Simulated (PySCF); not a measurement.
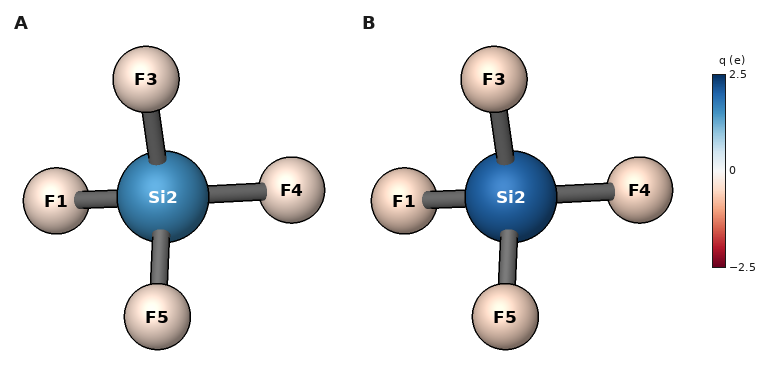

Atomic charges of one calculation by 2 schemes, on one colour scale. The computed structure is the end point of a PBE0-D3(BJ)/def2-SVP optimisation. No frequency run is at hand to confirm it as a minimum. Computed with PBE0/pcSseg-1 (PySCF 2.14.0).

**The schemes are IAO, Mulliken. Which panel shows which?**

A Mulliken, B IAO.

List the charges (e), one line for each set of equivalent atoms.

```
       atom  Mulliken    IAO
F1, F3, F4…     −0.39  −0.50
        Si2      1.55   2.01
```
